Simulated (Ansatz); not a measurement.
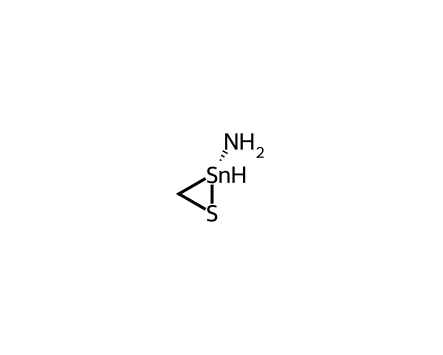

Source: calculation with Ansatz.

Skeletal drawing of a molecule.

### Transcribe the drawing into SMILES.

[NH2][Sn@H]1[CH2][S]1

### What is the molecular formula?

CH5NSSn.

### An optimisation with PBE0-D4/def2-TZVP gave a structure of which point group?

C1.
